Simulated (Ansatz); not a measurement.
**BF3 (boron trifluoride) at HSE06/aug-cc-pVDZ**

Aim: the vertical electron affinity of BF3 (boron trifluoride) at HSE06/aug-cc-pVDZ, from 2 runs. 

The results are computed with Ansatz 0.2.0.

37 further runs of the same task are left out: 1 that didn't finish, 36 set aside as unsound or not needed.

### Step 1. Starting point

BF3 has 4 atoms, charge 0, and is taken as a singlet. SMILES: `FB(F)F`. The coordinates come from a PBE0-D4/def2-TZVP relaxation.

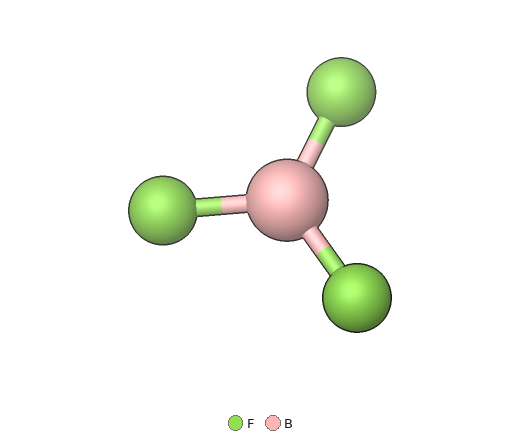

The structure, seen from a chosen angle (fluorine green, boron pink).

### Step 2. A single-point energy at HSE06/aug-cc-pVDZ

Input file in.yaml:

```yaml
crystal:
  periodic: [false, false, false]
  atoms:
    - {symbol: F, position_ang: [0.543870, 0.210740, 1.174280]}
    - {symbol: B, position_ang: [0.000020, -0.000000, 0.000010]}
    - {symbol: F, position_ang: [-0.265170, -1.223510, -0.389620]}
    - {symbol: F, position_ang: [-0.278730, 1.012770, -0.784660]}
basis:
  gaussian: {orbitals: aug-cc-pVDZ}
output: {orbitals: {seedname: orbitals}}
accuracy: high
hamiltonian: {xc: hse06}
```

Started as:

```
$ ansatz run in.yaml --threads 1 --pin off --max-ram 3480MiB --events-out events.jsonl --progress --plain --runs-dir runs
```

Standard output:

```text
Warning: RAYON_NUM_THREADS=1 ignored (pool sized by the plan → 1); use --threads N
Functional definition: HSE06
  name "HSE06"
  parameter a = 0.25
  parameter omega = 0.11/bohr
  exchange = pbe_x - a*pbe_x_sr(omega) + a*exact_x_sr(omega)
  correlation = pbe_c
1815 factors; integrals over basis functions are off by at most 3.4e-9 eV
113 factors; integrals over basis functions are off by at most 1.1e-9 eV
mean field evaluation 1: about -8820.9774 eV, gradient 4.3e1 eV
mean field evaluation 2: about -8818.4404 eV, gradient 6.1e1 eV
mean field evaluation 4: about -8823.6026 eV, gradient 3.0e-1 eV
mean field evaluation 8: about -8823.6022 eV, gradient 2.2e-3 eV
mean field evaluation 16: about -8823.6022 eV, gradient 1.5e-7 eV
mean field -8823.60216506 eV, -324.2613987137 hartree, gradient 7.3e-8 eV, S^2 0.000000; 0 other end points of the search recorded, 0 dependent functions left out
reference -8823.60217086 eV, -324.2613989268 hartree; 16, 16 occupied and 76, 76 virtual orbitals, 1815 factors
Total energy: -8823.60217086 eV, -324.2613989268 hartree
```

Wall time 4.2 s (1 thread of Arm Neoverse V2, shared host); peak memory 0.27 GiB.

### Step 3. The doublet anion

Input file run.yaml:

```yaml
crystal:
  periodic: [false, false, false]
  atoms:
    - symbol: F
      position_ang: [0.543870, 0.210740, 1.174280]
    - symbol: B
      position_ang: [0.000020, -0.000000, 0.000010]
    - symbol: F
      position_ang: [-0.265170, -1.223510, -0.389620]
    - symbol: F
      position_ang: [-0.278730, 1.012770, -0.784660]
basis:
  gaussian:
    orbitals: aug-cc-pVDZ
total_charge: -1
magnetization:
  spin_polarized: true
  initial_magnetization: 1
hamiltonian:
  xc: hse06
accuracy: high
output:
  orbitals: {seedname: orbitals}
```

Started as:

```
$ ansatz run run.yaml --threads 1 --pin off --max-ram 3480MiB --events-out events.jsonl --progress --plain --runs-dir runs
```

Standard output, shortened:

```text
Warning: RAYON_NUM_THREADS=1 ignored (pool sized by the plan → 1); use --threads N
[... 6 set-up lines as earlier in the session ...]
1815 factors; integrals over basis functions are off by at most 3.3e-9 eV
113 factors; integrals over basis functions are off by at most 1.1e-9 eV
mean field evaluation 1: about -8822.0908 eV, gradient 1.1e1 eV
mean field evaluation 2: about -8822.3583 eV, gradient 9.2e0 eV
mean field evaluation 4: about -8822.6473 eV, gradient 6.8e-1 eV
mean field evaluation 8: about -8822.7676 eV, gradient 2.2e-2 eV
mean field evaluation 16: about -8822.7676 eV, gradient 5.8e-5 eV
mean field evaluation 32: about -8822.4848 eV, gradient 2.4e0 eV
mean field evaluation 64: about -8822.6279 eV, gradient 3.1e0 eV
mean field -8822.76760529 eV, -324.2307292078 hartree, gradient 9.9e-8 eV, S^2 0.750150; 9 other end points of the search recorded, 0 dependent functions left out
reference -8822.76760818 eV, -324.2307293140 hartree; 17, 16 occupied and 75, 76 virtual orbitals, 1815 factors
Total energy: -8822.76760818 eV, -324.2307293140 hartree
```

Run time: 37 s. Hardware: 1 thread of Arm Neoverse V2, shared host; peak memory 0.44 GiB.

### Step 4. Summary of results

Level: HSE06/aug-cc-pVDZ.

```
                                         quantity          value
                        singlet BF3: total energy  -324.26140 Eh
                         singlet BF3: HOMO energy      -11.87 eV
                         singlet BF3: LUMO energy       -0.46 eV
                       singlet BF3: HOMO–LUMO gap       11.41 eV
                      doublet anion: total energy  -324.23073 Eh
doublet anion: HOMO energy (highest over α and β)        2.28 eV
 doublet anion: LUMO energy (lowest over α and β)        2.70 eV
                              doublet anion: ⟨S²⟩          0.750
vertical electron affinity (to the doublet anion)      -0.835 eV
```

What this shows: The anion lies 0.83 eV (80.5 kJ/mol) above the neutral: the electron isn't bound at this level, and such a value depends on the basis. The HOMO (doublet anion) lies at positive energy, 2.28 eV; only total energies tell whether the electron is bound.
